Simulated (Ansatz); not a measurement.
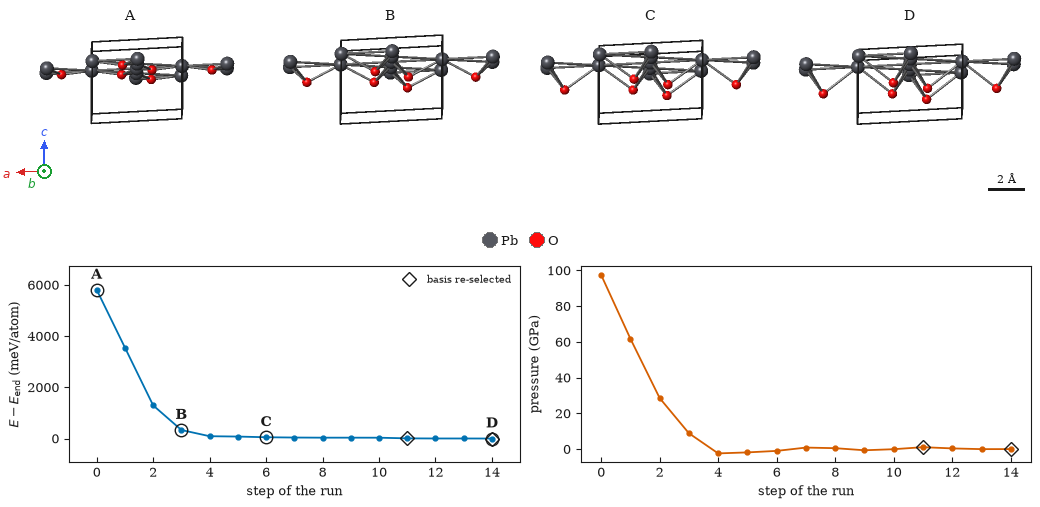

Frames of a relaxation of solid Pb$_{3}$O$_{2}$ (built on the random type) (coarse preliminary run), marked on the history of the run. The picture is a ball-and-stick view of the cell of the calculation, seen from a free direction.

Case: random cell with space group P6mm (No. 183).

Level of theory: DFT PBE, scalar-relativistic, plane waves, PAW (Ansatz 0.2.0). Settings: plane-wave cutoff 420 eV; k-point mesh 3 × 3 × 4; occupations gaussian; smearing width 0.1 eV; no spin polarisation; cell and atoms relaxed; force threshold 0.04 eV/Å; at most 70 steps.

**Describe the path.**

Over 12 accepted moves (14 points after the start) the energy falls by 5810 meV per atom. The largest force component goes from 9.4 to 0.0067 eV/Å. The pressure goes from 97.50 to 0.04 GPa. The SCF was repeated twice at an unchanged geometry on a basis and grid sized afresh for the cell, which shifted the energy by 25.7 meV per atom at most. The largest moves relative to the cell, 0.79 Å, are those of O atoms. Largest moves by element: O 0.79 Å, Pb 0.53 Å. Cell: a = b 5.836 → 6.730 Å (+15.3 %), c 4.059 → 3.587 Å (−11.6 %). Volume +17.5 %. Some distances before and after: O–Pb 4.190 → 2.840 Å, O–Pb 1.699 → 2.464 Å, Pb–Pb 2.918 → 3.365 Å. Bond angles that change, for instance: O–Pb–O 164.9° → 104.1°, Pb–O–Pb 118.3° → 86.1°, Pb–Pb–O 149.2° → 133.1°. The space group stays P6mm (No. 183). The run took 74 s on 1 thread of Arm Neoverse V1, on a shared host, peak memory 0.34 GiB. From step 0 to 3: O atoms move most (0.47 Å), volume +27.7 %, energy −5477 meV per atom. From step 3 to 6: O atoms move most (0.28 Å), volume −4.3 %, energy −283 meV per atom. From step 6 to 14: O atoms move most (0.12 Å), volume −3.8 %, energy −50.0 meV per atom.

Limits of the set-up: the k-point mesh is coarse for a cell with partly filled bands.
